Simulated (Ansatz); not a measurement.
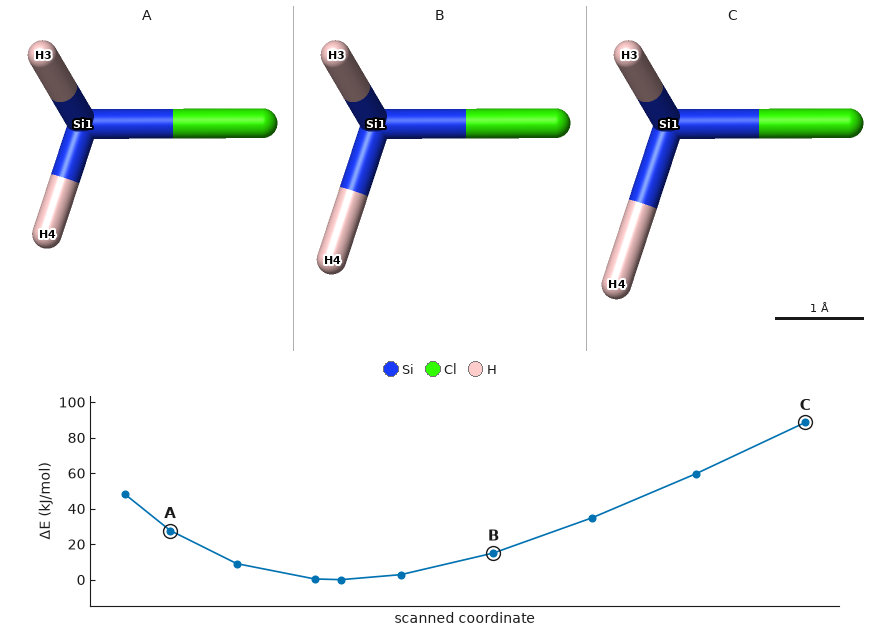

A scan of SiH$_{2}$Cl (multiplicity 2) along one coordinate. A stick model, seen at a tilt.

Single-point energies from Ansatz with B3LYP-D4 in the def2-TZVPP basis, on geometries moved rigidly from the minimum at PBE0-D4/def2-TZVP. Energies are counted from the PBE0-D4/def2-TZVP minimum geometry at the same level.

> What is being scanned?

One Si–H bond length is varied, with the rest of the molecule carried along rigidly. In the frames the distance is 1.323 Å (A), 1.634 Å (B), 1.934 Å (C). Of the computed points the lowest is at the distance 1.487 Å, 0.0 kJ/mol. At the ends of the scan the energy is 48.3 kJ/mol (1.279 Å) and 88.5 kJ/mol (1.934 Å). The curvature at the lowest point is about 17 eV/Å² (2.8 mdyn/Å). The well is steeper on the short side, as for any bond.
